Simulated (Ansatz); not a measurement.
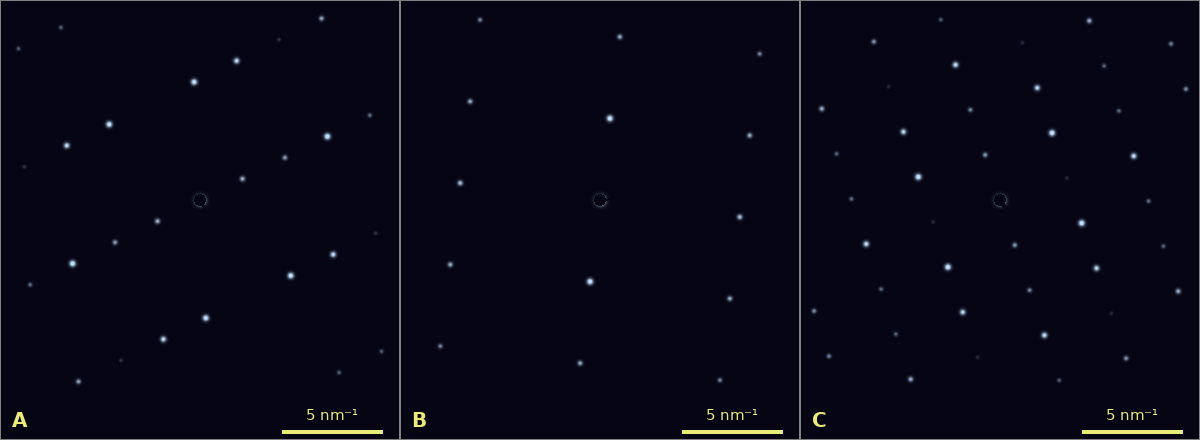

Computed electron diffraction patterns, 200 kV, single scattering only, B = 0.5 Å².

All three come from Sc2W, space group P6/mmm (No. 191), a = 4.87 Å, c = 2.84 Å (hexagonal axes). Structure: coordinates from a relaxation with DFT PBE, scalar-relativistic, plane waves, PAW in Ansatz 0.2.0; the starting structure was generated, so it need not be a known form of this composition.

```
Sc W
1.0
     4.86701    0.00000    0.00000
    -2.43351    4.21496    0.00000
     0.00000    0.00000    2.84059
Sc W
2 1
Direct
  0.33333 0.66667 0.50000
  0.66667 0.33333 0.50000
  0.00000 0.00000 0.00000
```

Question: Assign the zone axes [100], [102], [210] to A, B and C.

Answer: A is [102]: rectangular net of 0 -1 0 at d = 4.21 Å and -2 1 1 (itself too weak to see) at d = 1.85 Å, at 90.0°. B is [210]: rectangular net of 1 -2 0 at d = 2.43 Å and 0 0 2 at d = 1.42 Å, at 90.0°. C is [100]: rectangular net of 0 1 0 at d = 4.21 Å and 0 0 1 (weak) at d = 2.84 Å, at 90.0°.
